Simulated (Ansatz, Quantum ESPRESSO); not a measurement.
# CsKICl (P4/mmm): zone-centre phonons

Which modes does CsKICl (P4/mmm) have at the zone centre?

Main program and level: Quantum ESPRESSO 7.5; DFT PBEsol, scalar-relativistic, plane waves, PseudoDojo stringent norm-conserving pseudopotentials.

## Step 1: The structure

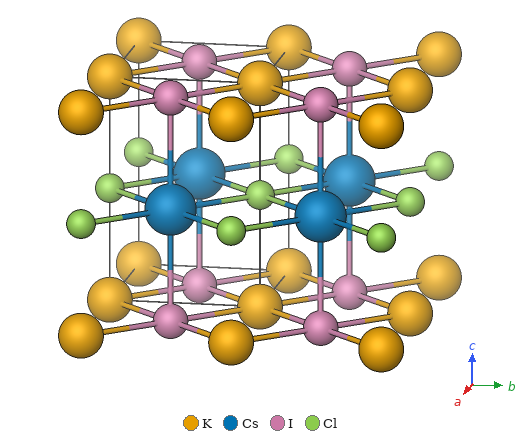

The cell as given, slightly off an axis (potassium orange, caesium blue, iodine pink, chlorine green). 2×2×1 cells are drawn. Some periodic images of atoms are drawn too.

## Step 2: A probe with smearing

A cheap run with smearing and empty bands tells whether the crystal has a gap, which decides between fixed occupations and smearing later on.

File probe.in:

```
 &control
    calculation='scf',
    prefix='x',
    outdir='./tmp',
    pseudo_dir='./pseudo',
    tprnfor=.true.,
    tstress=.true.,
    verbosity='high',
 /
 &system
    ibrav=0,
    nat=4,
    ntyp=4,
    ecutwfc=68.0,
    occupations='smearing',
    smearing='gaussian',
    degauss=0.01,
 /
 &electrons
    conv_thr=1.0d-07,
    mixing_beta=0.7,
    electron_maxstep=100,
 /
ATOMIC_SPECIES
 K      39.0983  K.upf
 Cs    132.9055  Cs.upf
 I     126.9045  I.upf
 Cl     35.4500  Cl.upf
CELL_PARAMETERS angstrom
     4.991113000    0.000000000    0.000000000
     0.000000000    4.991113000    0.000000000
     0.000000000    0.000000000    7.509419000
ATOMIC_POSITIONS crystal
 K      0.000000000   0.000000000   0.000000000
 Cs     0.500000000   0.500000000   0.500000000
 I      0.500000000   0.500000000   0.000000000
 Cl     0.000000000   0.000000000   0.500000000
K_POINTS automatic
 4 4 4 0 0 0
```

Command:

```sh
> OMP_NUM_THREADS=1 mpirun -n 4 pw.x -nk 4 -in probe.in > probe.out
```

Output:

```text
[banners, grids, parts of the stress and lines that vanish by symmetry left out]
Program PWSCF v.7.5
     Message from routine setup:
     using ibrav=0 with symmetry is DISCOURAGED, use correct ibrav instead
[...]
kinetic-energy cutoff     =      68.0000  Ry
     charge density cutoff     =     272.0000  Ry
     scf convergence threshold =      1.0E-07
[...]
Exchange-correlation= PBESOL
                           (   1   4  10   8   0   0   0)
[...]
16 Sym. Ops., with inversion, found
[...]
(     0          1          0      )
                  (     0          0          1      )
[...]
(  0.0000000  1.0000000  0.0000000 )
                  (  0.0000000  0.0000000  1.0000000 )
[...]
(     0         -1          0      )
                  (     0          0          1      )
[...]
( -1.0000000  0.0000000  0.0000000 )
                  (  0.0000000  0.0000000 -1.0000000 )
[...]
number of k points=    18  Gaussian smearing, width (Ry)=  0.0100
[...]
c_bands:  1 eigenvalues not converged
[...]
End of self-consistent calculation
[...]
the Fermi energy is     3.6306 ev
!    total energy              =    -387.99756466 Ry
[...]
convergence has been achieved in   7 iterations
[...]
atom    1 type  1   force =     0.00000000    0.00000000    0.00000000
     atom    2 type  2   force =     0.00000000    0.00000000    0.00000000
     atom    3 type  3   force =     0.00000000    0.00000000    0.00000000
     atom    4 type  4   force =     0.00000000    0.00000000    0.00000000
[...]
Total force =     0.000000     Total SCF correction =     0.000000
[...]
total   stress  (Ry/bohr**3)                   (kbar)     P=       -8.64
[...]
XML data file, charge density, pseudopotentials, collected wavefunctions

   JOB DONE.
```

Run time: 20 s. Hardware: 4 MPI ranks of Intel Xeon Platinum 8488C (Sapphire Rapids), shared host.

Read from the output:

```
volume per atom   : 46.77 Å³
pressure          : -0.864 GPa
gap on the k-mesh : 3.998 eV
```

A gap of 4.0 eV opens on this mesh, so the crystal is taken as an insulator; the start stands at -0.86 GPa.

## Step 3: Relaxing the cell and atoms

Frequencies change by per cents with a per cent of volume, so the structure is first brought to rest at this level of theory.

relax.in, as its differences from probe.in of step 2:

```diff
@@ -1,3 +1,3 @@
  &control
-    calculation='scf',
+    calculation='vc-relax',
     prefix='x',
@@ -7,3 +7,5 @@
     tstress=.true.,
-    verbosity='high',
+    forc_conv_thr=2.0d-05,
+    etot_conv_thr=1.0d-07,
+    nstep=40,
  /
@@ -14,10 +16,14 @@
     ecutwfc=68.0,
-    occupations='smearing',
-    smearing='gaussian',
-    degauss=0.01,
+    occupations='fixed',
+    nbnd=23,
  /
  &electrons
-    conv_thr=1.0d-07,
+    conv_thr=1.0d-11,
     mixing_beta=0.7,
     electron_maxstep=100,
+ /
+ &ions
+ /
+ &cell
+    press_conv_thr=0.1,
  /
```

Command:

```sh
> OMP_NUM_THREADS=1 mpirun -n 4 pw.x -nk 4 -in relax.in > relax.out
```

Output:

```text
[banners, grids, parts of the stress and lines that vanish by symmetry left out]
[banner, memory and clock lines left out]
Program PWSCF v.7.5

[...]
kinetic-energy cutoff     =      68.0000  Ry
     charge density cutoff     =     272.0000  Ry
     scf convergence threshold =      1.0E-11
[...]
energy convergence thresh.=      1.0E-07
     force convergence thresh. =      2.0E-05
     press convergence thresh. =      1.0E-01
     Exchange-correlation= PBESOL
                           (   1   4  10   8   0   0   0)
[...]
16 Sym. Ops., with inversion, found
[...]
number of k points=    18
[...]
End of self-consistent calculation
[...]
highest occupied, lowest unoccupied level (ev):     1.3225    5.3208
!    total energy              =    -387.99756467 Ry
[...]
convergence has been achieved in  11 iterations
[...]
atom    1 type  1   force =     0.00000000    0.00000000    0.00000000
     atom    2 type  2   force =     0.00000000    0.00000000    0.00000000
     atom    3 type  3   force =     0.00000000    0.00000000    0.00000000
     atom    4 type  4   force =     0.00000000    0.00000000    0.00000000
     Total force =     0.000000     Total SCF correction =     0.000000
[...]
total   stress  (Ry/bohr**3)                   (kbar)     P=       -8.61
[...]
number of bfgs steps    =   0
[...]
CELL_PARAMETERS (angstrom)
[...]
ATOMIC_POSITIONS (crystal)
K                0.0000000000        0.0000000000        0.0000000000
Cs               0.5000000000        0.5000000000        0.5000000000
I                0.5000000000        0.5000000000        0.0000000000
Cl               0.0000000000        0.0000000000        0.5000000000
[...]
New effective cutoffs (rho, wfc):  272.77   68.21
[...]
End of self-consistent calculation
[...]
highest occupied, lowest unoccupied level (ev):     1.3546    5.3589
!    total energy              =    -387.99788073 Ry
[...]
convergence has been achieved in   6 iterations
[...]
atom    1 type  1   force =     0.00000000    0.00000000    0.00000000
     atom    2 type  2   force =     0.00000000    0.00000000    0.00000000
     atom    3 type  3   force =     0.00000000    0.00000000    0.00000000
     atom    4 type  4   force =     0.00000000    0.00000000    0.00000000
     Total force =     0.000000     Total SCF correction =     0.000000
[...]
total   stress  (Ry/bohr**3)                   (kbar)     P=       -8.13
[...]
number of bfgs steps    =   1
[...]
WARNING: bfgs curvature condition failed, Theta= 0.850
[...]
CELL_PARAMETERS (angstrom)
[...]
ATOMIC_POSITIONS (crystal)
[...]
New effective cutoffs (rho, wfc):  274.02   68.52
[...]
End of self-consistent calculation
[...]
highest occupied, lowest unoccupied level (ev):     1.4033    5.4168
!    total energy              =    -387.99831950 Ry
[...]
convergence has been achieved in   9 iterations
[...]
atom    1 type  1   force =     0.00000000    0.00000000    0.00000000
     atom    2 type  2   force =     0.00000000    0.00000000    0.00000000
     atom    3 type  3   force =     0.00000000    0.00000000    0.00000000
     atom    4 type  4   force =     0.00000000    0.00000000    0.00000000
     Total force =     0.000000     Total SCF correction =     0.000000
[...]
number of bfgs steps    =   9
[...]
highest occupied, lowest unoccupied level (ev):     1.8803    5.9693
!    total energy              =    -388.00026631 Ry
[...]
convergence has been achieved in   6 iterations
[...]
Total force =     0.000000     Total SCF correction =     0.000000
[...]
total   stress  (Ry/bohr**3)                   (kbar)     P=       -0.11
[...]
number of bfgs steps    =  10
[...]
highest occupied, lowest unoccupied level (ev):     1.8874    5.9733
!    total energy              =    -388.00027085 Ry
[...]
convergence has been achieved in   7 iterations
[...]
Total force =     0.000000     Total SCF correction =     0.000000
[...]
total   stress  (Ry/bohr**3)                   (kbar)     P=       -0.09
[...]
number of bfgs steps    =  11
[...]
New effective cutoffs (rho, wfc):  286.65   71.66
[...]
highest occupied, lowest unoccupied level (ev):     1.8963    5.9794
!    total energy              =    -388.00027245 Ry
[...]
convergence has been achieved in   7 iterations
[...]
Total force =     0.000000     Total SCF correction =     0.000000
[...]
total   stress  (Ry/bohr**3)                   (kbar)     P=       -0.02
[...]
number of bfgs steps    =  12
[...]
CELL_PARAMETERS (angstrom)
[...]
ATOMIC_POSITIONS (crystal)
[...]
New effective cutoffs (rho, wfc):  286.66   71.67
[...]
End of self-consistent calculation
[...]
highest occupied, lowest unoccupied level (ev):     1.8971    5.9803
!    total energy              =    -388.00027247 Ry
[...]
convergence has been achieved in   5 iterations
[...]
atom    1 type  1   force =     0.00000000    0.00000000    0.00000000
     atom    2 type  2   force =     0.00000000    0.00000000    0.00000000
     atom    3 type  3   force =     0.00000000    0.00000000    0.00000000
     atom    4 type  4   force =     0.00000000    0.00000000    0.00000000
     Total force =     0.000000     Total SCF correction =     0.000000
[...]
total   stress  (Ry/bohr**3)                   (kbar)     P=       -0.01
[...]
bfgs converged in  14 scf cycles and  13 bfgs steps
[...]
End of BFGS Geometry Optimization
     Final enthalpy           =    -388.0002724691 Ry
     File ./tmp/x.bfgs deleted, as requested
[...]
CELL_PARAMETERS (angstrom)
[...]
ATOMIC_POSITIONS (crystal)
[...]
I                0.5000000000        0.5000000000        0.0000000000
Cl               0.0000000000        0.0000000000        0.5000000000
[...]
Final scf calculation at the relaxed structure.
[...]
kinetic-energy cutoff     =      68.0000  Ry
     charge density cutoff     =     272.0000  Ry
     scf convergence threshold =      1.0E-13
[...]
press convergence thresh. =      1.0E-01
     Exchange-correlation= PBESOL
                           (   1   4  10   8   0   0   0)
[...]
16 Sym. Ops., with inversion, found
[...]
number of k points=    18
[...]
c_bands:  1 eigenvalues not converged
     c_bands:  1 eigenvalues not converged
     c_bands:  1 eigenvalues not converged
     c_bands:  1 eigenvalues not converged
[...]
End of self-consistent calculation
[...]
highest occupied, lowest unoccupied level (ev):     1.8971    5.9803
!    total energy              =    -387.99993228 Ry
[...]
convergence has been achieved in  13 iterations
[...]
atom    1 type  1   force =     0.00000000    0.00000000    0.00000000
     atom    2 type  2   force =     0.00000000    0.00000000    0.00000000
     atom    3 type  3   force =     0.00000000    0.00000000    0.00000000
     atom    4 type  4   force =     0.00000000    0.00000000    0.00000000
     Total force =     0.000000     Total SCF correction =     0.000000
[...]
total   stress  (Ry/bohr**3)                   (kbar)     P=       -0.99
[...]
XML data file, charge density, pseudopotentials, collected wavefunctions
```

The job ended after 4.5 min (4 MPI ranks).

The steps of the relaxation:

| step | energy less that of the first step (eV) | largest force (eV/Å) | pressure (GPa) | volume (Å³) |
| --- | --- | --- | --- | --- |
| 1 | 0.0000 | 0.0000 | -0.86 | 187.07 |
| 2 | -0.0043 | 0.0000 | -0.81 | 186.25 |
| 3 | -0.0103 | 0.0000 | -0.74 | 185.02 |
| 4 | -0.0181 | 0.0000 | -0.63 | 183.18 |
| 5 | -0.0274 | 0.0000 | -0.45 | 180.44 |
| 6 | -0.0354 | 0.0000 | -0.17 | 176.35 |
| 7 | -0.0365 | 0.0000 | 0.01 | 174.03 |
| 8 | -0.0366 | 0.0000 | 0.00 | 174.10 |
| 9 | -0.0366 | 0.0000 | -0.01 | 174.17 |
| 10 | -0.0367 | 0.0000 | -0.01 | 174.18 |
| 11 | -0.0368 | 0.0000 | -0.01 | 174.16 |
| 12 | -0.0368 | 0.0000 | -0.01 | 174.08 |
| 13 | -0.0368 | 0.0000 | 0.00 | 173.96 |
| 14 | -0.0368 | 0.0000 | 0.00 | 173.95 |
| 15 | -0.0322 | 0.0000 | -0.10 | 173.95 |

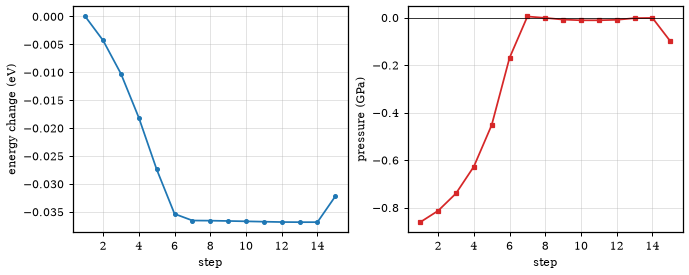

Energy and pressure along the relaxation.

| conventional cell, symmetrised | before | after | change |
| --- | --- | --- | --- |
| a (Å) | 4.991 | 4.877 | -2.3 % |
| b (Å) | 4.991 | 4.877 | -2.3 % |
| c (Å) | 7.509 | 7.314 | -2.6 % |
| volume (Å³/atom) | 46.77 | 43.49 | -7.0 % |

The last row of the table of steps is pw.x's closing run on a basis chosen anew for the final cell, so its energy can jump.

Read from the output:

| Property | Result |
| --- | --- |
| volume per atom | 43.49 Å³ |
| pressure | -0.09900 GPa |
| gap on the k-mesh | 4.083 eV |

The volume changes by -7.0 % from the cell with which this run began.

## Step 4: Ground state

The response is built on this ground state, so it is converged far tighter than an energy would need. With a gap, occupations are fixed, which also allows the response to an electric field.

File scf.in:

```
 &control
    calculation='scf',
    prefix='x',
    outdir='./tmp',
    pseudo_dir='./pseudo',
    tprnfor=.true.,
    tstress=.true.,
 /
 &system
    ibrav=0,
    nat=4,
    ntyp=4,
    ecutwfc=68.0,
    occupations='fixed',
    nbnd=23,
 /
 &electrons
    conv_thr=1.0d-12,
    mixing_beta=0.7,
    electron_maxstep=100,
 /
ATOMIC_SPECIES
 K      39.0983  K.upf
 Cs    132.9055  Cs.upf
 I     126.9045  I.upf
 Cl     35.4500  Cl.upf
CELL_PARAMETERS angstrom
     4.876871428    0.000000000    0.000000000
     0.000000000    4.876871428    0.000000000
     0.000000000    0.000000000    7.313640213
ATOMIC_POSITIONS crystal
 K      0.000000000   0.000000000   0.000000000
 Cs     0.500000000   0.500000000   0.500000000
 I      0.500000000   0.500000000   0.000000000
 Cl     0.000000000   0.000000000   0.500000000
K_POINTS automatic
 4 4 4 0 0 0
```

Command:

```sh
> OMP_NUM_THREADS=1 mpirun -n 4 pw.x -nk 4 -in scf.in > scf.out
```

Output:

```text
[banners, grids, parts of the stress and lines that vanish by symmetry left out]
[banner, memory and clock lines left out]
Program PWSCF v.7.5

[...]
kinetic-energy cutoff     =      68.0000  Ry
     charge density cutoff     =     272.0000  Ry
     scf convergence threshold =      1.0E-12
[...]
Exchange-correlation= PBESOL
                           (   1   4  10   8   0   0   0)
[...]
16 Sym. Ops., with inversion, found
[...]
number of k points=    18
[...]
c_bands:  1 eigenvalues not converged
[...]
End of self-consistent calculation
[...]
highest occupied, lowest unoccupied level (ev):     1.8971    5.9803
!    total energy              =    -387.99993228 Ry
[...]
convergence has been achieved in  11 iterations
[...]
atom    1 type  1   force =     0.00000000    0.00000000    0.00000000
     atom    2 type  2   force =     0.00000000    0.00000000    0.00000000
     atom    3 type  3   force =     0.00000000    0.00000000    0.00000000
     atom    4 type  4   force =     0.00000000    0.00000000    0.00000000
     Total force =     0.000000     Total SCF correction =     0.000000
[...]
total   stress  (Ry/bohr**3)                   (kbar)     P=       -0.99
[...]
XML data file, charge density, pseudopotentials, collected wavefunctions
```

The job ended after 27 s (4 MPI ranks; 1.8 min of CPU time).

The cell stands at -0.099 GPa, close enough for phonons.

(Continued in part 2 of 4.)

[Host names and launcher messages were left out of these logs when they were recorded.]

[Logs are printed without paths, hosts, clocks, repeated set-up lines and the standing remarks that a program may print on its own settings, such as how far it seeks lower states.]

[Hosts, paths, dates, database ids (printed as entryN), source tags and the programs' standing remarks are cut or masked in the printed files.]
